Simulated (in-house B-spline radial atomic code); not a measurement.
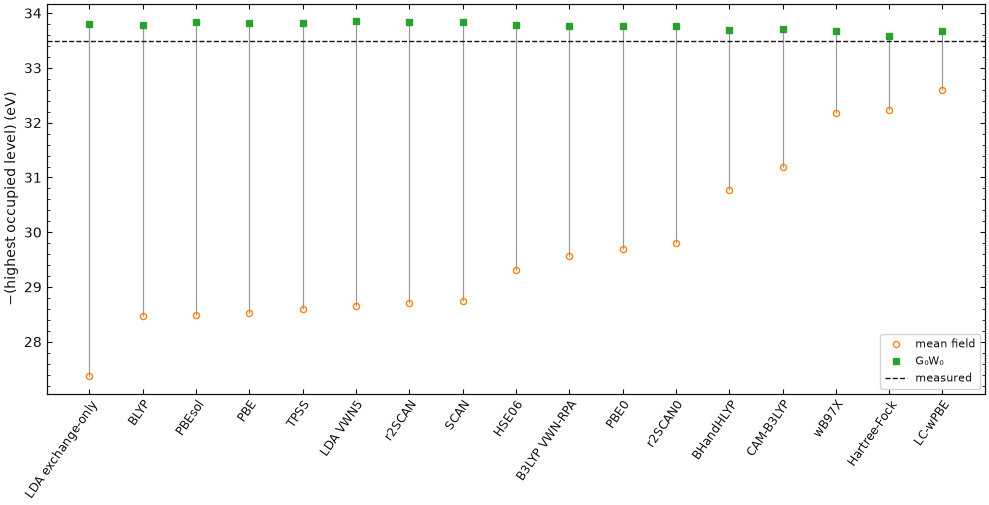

Binding energy of the highest level (3s) of Si²⁺ ([Ne] 3s²) on 17 mean-field starts and after G₀W₀. All-electron spherical atom, scalar X2C, no spin-orbit coupling, Breit or QED terms; computed with a B-spline radial code.

How much does the result depend on the start?

Answer. The mean-field values spread from 27.37 eV (LDA exchange-only) to 32.60 eV (LC-wPBE); after G₀W₀ they lie between 33.59 eV (Hartree-Fock) and 33.85 eV (LDA VWN5), so the spread shrinks from 5.23 to 0.26 eV. The measured removal energy is 33.49 eV; the nearest G₀W₀ value is that on Hartree-Fock (33.59 eV).

```
            Start  Mean field (eV)  G₀W₀ (eV)  RPA correlation (hartree)
LDA exchange-only            27.37      33.80                     −0.732
             BLYP            28.48      33.79                     −0.732
           PBEsol            28.49      33.84                     −0.731
              PBE            28.53      33.82                     −0.731
             TPSS            28.60      33.82                     −0.725
         LDA VWN5            28.66      33.85                     −0.733
           r2SCAN            28.72      33.84                     −0.716
             SCAN            28.74      33.83                     −0.716
            HSE06            29.31      33.78                     −0.707
    B3LYP VWN-RPA            29.56      33.77                     −0.709
             PBE0            29.69      33.77                     −0.703
          r2SCAN0            29.80      33.77                     −0.693
        BHandHLYP            30.77      33.69                     −0.679
        CAM-B3LYP            31.19      33.71                     −0.692
            wB97X            32.18      33.67                     −0.683
     Hartree-Fock            32.23      33.59                     −0.638
          LC-wPBE            32.60      33.68                     −0.686
```
